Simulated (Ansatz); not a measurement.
# CH3BFNO: the cost of one run

Computed with Ansatz 0.2.0, Gaussian basis. Level: the settings change from run to run.

## Step 1: The molecule

An earlier PBE0-D4 in a triple-zeta def2 set relaxation fixed the geometry.

SMILES `FB1NCO1`, 8 atoms, charge 0, spin multiplicity 1.

Atoms are counted from 1 here; the program's logs count them from 0.

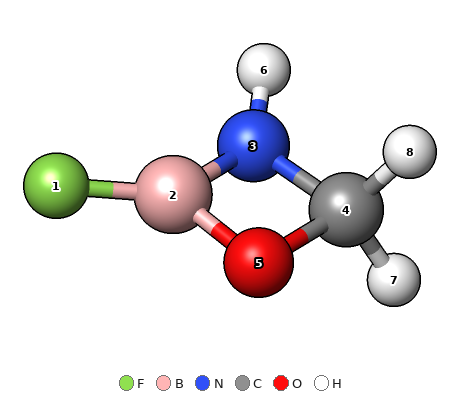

The geometry (fluorine green, boron pink, nitrogen blue, carbon grey, oxygen red, hydrogen white); atoms are numbered from 1 in the order of the file.

## Step 2: rPW86-PBE/aug-cc-pVTZ

This run has unrestricted orbitals.

The input, in.yaml:

```yaml
crystal:
  periodic: [false, false, false]
  atoms:
    - {symbol: F, position_ang: [1.570023, -0.045085, 1.827675]}
    - {symbol: B, position_ang: [0.748199, -0.112883, 0.804567]}
    - {symbol: N, position_ang: [-0.483324, 0.491654, 0.463282]}
    - {symbol: C, position_ang: [-0.346424, -0.245377, -0.780818]}
    - {symbol: O, position_ang: [0.861332, -0.892549, -0.336951]}
    - {symbol: H, position_ang: [-0.964209, 1.359425, 0.600501]}
    - {symbol: H, position_ang: [-1.134685, -0.979653, -0.966977]}
    - {symbol: H, position_ang: [-0.158811, 0.367267, -1.666979]}
basis:
  gaussian: {orbitals: aug-cc-pVTZ}
magnetization: {spin_polarized: true, initial_magnetization: 0}
hamiltonian: {xc: {name: rPW86-PBE}}
```

The run is started by

```bash
$ ansatz run in.yaml --threads 2 --pin off --events-out ev --progress --plain --max-ram 4352MiB
```

Q: Estimate wall time and peak memory on 2 threads of AMD EPYC 9R45, shared host.

About 7 s, with a peak of 0.6 GiB.
